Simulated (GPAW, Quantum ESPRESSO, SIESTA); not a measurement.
# Equation of state of fcc Pt at PBE: programs compared

Aim: the equation of state of fcc Pt at PBE, from a volume scan solved by several programs.

Values are calculated unless marked as measured.

The experiments to compare with:

“Crystal structure of Nd10.67Pt4O24, a new neodymium platinate” (2024, arxiv:2412.16732) reports for Pt, fcc, by powder X-ray diffraction, Rietveld (Pt in the cooled residue of the platinate partly decomposed at about 960 C): lattice constant a (a, cubic cell) 3.9227 ± 0.0002 Å [Pt in a mixed-phase decomposition product after thermogravimetry; sample displacement …].

## Step 1: Set-up

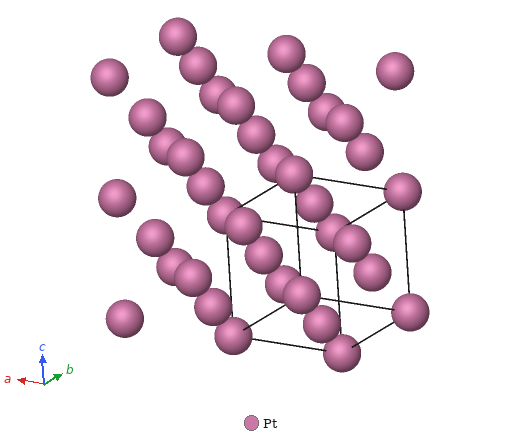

The structure nearest the reference's minimum (platinum pink). 2×1×2 conventional cells are drawn. Some periodic images of atoms are drawn too.

The cell holds 1 atom (1 Pt). It starts from typed lattice constants, and its volume is changed by -8 to +8 %. Symmetry fixes shape and atoms, so all levels solve the scaled cells as they are.

## Step 2: One input

Quantum ESPRESSO 7.5: Kohn-Sham DFT, PBE, GBRV 1.5 ultrasoft pseudopotentials, plane waves. Its pw.in for the cell at +0 %:

```
&control
  calculation = 'scf'
  pseudo_dir = './pseudo'
  outdir = './tmp'
  disk_io = 'none'
  tprnfor = .true.
  tstress = .true.
/
&system
  ibrav = 0
  nat = 1
  ntyp = 1
  ecutwfc = 45
  ecutrho = 270
  occupations = 'smearing'
  smearing = 'fd'
  degauss = 0.007350
/
&electrons
  conv_thr = 1.0e-08
  electron_maxstep = 100
  mixing_beta = 0.3
  mixing_mode = 'plain'
  diagonalization = 'david'
/
ATOMIC_SPECIES
Pt 195.084 Pt.upf
CELL_PARAMETERS angstrom
0.00000 1.98500 1.98500
1.98500 0.00000 1.98500
1.98500 1.98500 0.00000
ATOMIC_POSITIONS crystal
Pt 0.00000 0.00000 0.00000
K_POINTS automatic
13 13 13 0 0 0
```

It took 4.4 s on 2 MPI ranks of Arm Neoverse V2, shared host; peak memory 0.16 GiB.

## Step 3: Programs and settings

| level | basis or training data | k-meshes | runs finished | CPU time | peak memory (GiB) |
| --- | --- | --- | --- | --- | --- |
| QE, PBE (reference) | plane waves, GBRV 1.5 ultrasoft, 45/270 Ry | 13×13×13 | 9 of 9 | 77 s | 0.17 |
| GPAW plane waves, PBE | plane waves, PAW, 650 eV | 13×13×13 | 9 of 9 | 2.6 min | 0.33 |
| SIESTA DZP, PBE | DZP orbitals, shift 0.01 Ry, mesh 400 Ry | 13×13×13 | 9 of 9 | 2.9 min | 0.34 |

CPU times are sums over a level's finished runs on a shared host, and rough.

## Step 4: Energy and pressure

Energy over each level's lowest row (meV an atom), then pressure (GPa):

```csv
volume change (%),volume (Å³/atom),"E, QE, PBE","E, GPAW plane waves, PBE","E, SIESTA DZP, PBE","P, QE, PBE","P, GPAW plane waves, PBE","P, SIESTA DZP, PBE"
-8,14.391,90.75,92.15,80.60,25.03,25.62,24.11
-6,14.704,48.39,49.70,41.36,17.31,17.97,16.11
-4,15.017,20.27,21.29,16.72,10.51,11.24,9.74
-2,15.330,4.63,5.22,2.95,4.52,5.31,4.18
+0,15.643,0.00,0.00,0.00,-0.73,0.11,-1.09
+2,15.956,5.04,4.32,6.56,-5.34,-4.47,-5.70
+4,16.268,18.54,17.01,21.79,-9.38,-8.48,-9.68
+6,16.581,39.51,37.03,43.27,-12.92,-11.99,-12.55
+8,16.894,66.88,63.47,71.60,-16.00,-15.05,-16.23
```

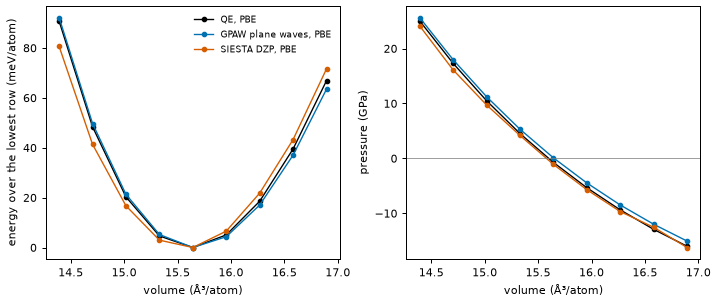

Energy and pressure against volume.

## Step 5: Fits

Third-order Birch–Murnaghan fits: the energy is a cubic in V^(−2/3), fitted to the energies of the rows that share one k-mesh, or through its derivative to the printed pressures. A tick marks the fit quoted below: that to energies where it misses by under 0.12 meV an atom, else that to pressures.

| level | fitted to | V0 (Å³/atom) | a (Å) | B0 (GPa) | B′ | r.m.s. miss |
| --- | --- | --- | --- | --- | --- | --- |
| QE, PBE | energies, 9 rows ✓ | 15.629 | 3.969 | 247.9 | 5.50 | 0.02 meV/atom |
| QE, PBE | pressures, 9 rows | 15.597 | 3.966 | 249.6 | 5.49 | 0.01 GPa |
| GPAW plane waves, PBE | energies, 9 rows ✓ | 15.651 | 3.971 | 243.0 | 5.50 | 0.01 meV/atom |
| GPAW plane waves, PBE | pressures, 9 rows | 15.650 | 3.971 | 243.0 | 5.49 | 0.01 GPa |
| SIESTA DZP, PBE | energies, 9 rows | 15.574 | 3.964 | 243.5 | 5.32 | 0.22 meV/atom |
| SIESTA DZP, PBE | pressures, 9 rows ✓ | 15.570 | 3.964 | 245.0 | 5.48 | 0.22 GPa |

## Step 6: What came out

From its energies, the reference gives V0 = 15.629 Å³ an atom (a = 3.969 Å), B0 = 248 GPa and B′ = 5.5. GPAW plane waves, PBE (energies) lies +0.14 % from it in volume and -2.0 % in bulk modulus. SIESTA DZP, PBE (pressures) lies -0.38 % from it in volume and -1.2 % in bulk modulus. The energies of SIESTA DZP, PBE scatter about their fit by 0.22 meV an atom even on one mesh, so the pressures are quoted there. Where both fits stand, they agree on V0 within 0.3 %.

Computed beside measured:

| quantity | measured | QE, PBE | GPAW plane waves, PBE | SIESTA DZP, PBE |
| --- | --- | --- | --- | --- |
| lattice constant a (Å) | 3.9227 | 3.969 (+1.2 %) | 3.971 (+1.2 %) | 3.964 (+1.0 %) |

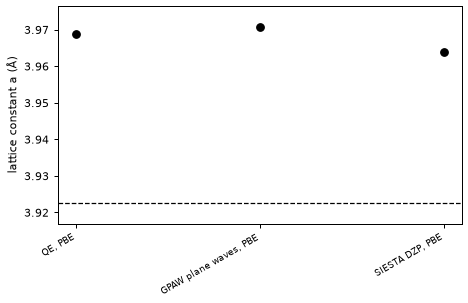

The lattice constant a by level; the dashed line is the measured value.

Measured values from arxiv:2412.16732 (2024).

**Against experiment.** The reference's lattice constant a lies +1.2 % from the measured 3.9227 Å, the other levels' +1.0 to +1.2 %. The grades are ours: good and fair within 0.7 and 1.5 % for the lattice constant a. Zero-point motion and thermal motion are not in the computed lattice constants. As a rule both would widen the computed cell, so the excess over experiment is if anything larger than shown.

**Limits.** The nuclei are static, without zero-point or thermal motion. Spin–orbit coupling is left out. SIESTA's automatically made basis is far from complete, and its potentials were converted by us (checked for H, C, O, Si, Ge and Ca alone). The DFT runs use Fermi–Dirac occupations of width 0.1 eV, and energies are free energies.

[Logs are printed without paths, hosts, clocks, repeated set-up lines and the standing remarks that a program may print on its own settings, such as how far it seeks lower states.]

[Hosts, paths, dates, database ids (printed as entryN), source tags and the programs' standing remarks are cut or masked in the printed files.]
